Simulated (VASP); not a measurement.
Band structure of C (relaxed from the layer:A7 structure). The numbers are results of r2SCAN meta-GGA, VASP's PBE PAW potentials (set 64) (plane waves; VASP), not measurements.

The cell holds a wide vacuum, so values per volume refer to the whole cell.

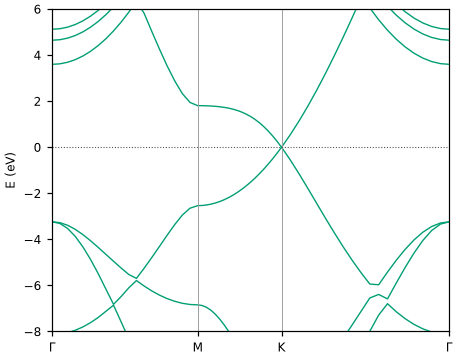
Fig. 1. Bands along high-symmetry lines, zero at the valence-band maximum or, without a gap, the Fermi level

**Question.** Read the plot: is there a gap, and where are the band edges?

**Answer.** It has no gap at this level: it comes out as a metal or semimetal.

The cell is a sheet with vacuum, built from a generated structure.
